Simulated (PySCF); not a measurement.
SMILES COC(=O)[SiH2]CO (C3H8O3Si) at its GFN2-xTB optimised geometry (Å):

```
15

C      2.9764     1.4929     3.0693
O      2.5614     0.7088     1.9525
C      1.3138     0.8781     1.5210
O      0.5336     1.6510     2.0346
Si     0.9041    -0.2280     0.0000
C     -1.0106    -0.2280     0.0000
O     -1.4869     1.1073     0.0000
H      2.3556     1.2658     3.9381
H      4.0137     1.2312     3.2591
H      2.8818     2.5554     2.8371
H      1.4305     0.4542    -1.1810
H      1.4869    -1.5517     0.2088
H     -1.4201    -0.6871    -0.9020
H     -1.4273    -0.7789     0.8555
H     -1.1330     1.5517     0.7846
```

Computed with PySCF with B3LYP/def2-TZVP. Cells within 0.4 Å of a nucleus heavier than hydrogen are left out (blank, or x).

Map of the HOMO−1 amplitude (bohr^(-3/2)) on the plane z = 1.2 Å; orbital energy -7.74 eV, overall sign arbitrary:

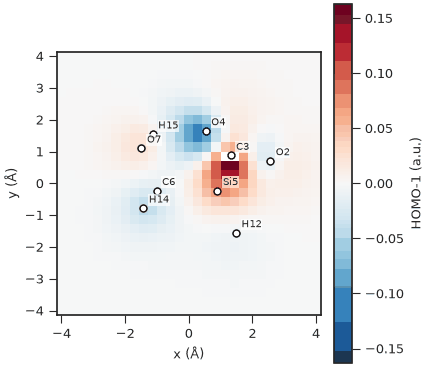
Fig. 1. HOMO−1 amplitude (bohr^(-3/2)) on the plane z = 1.2 Å.
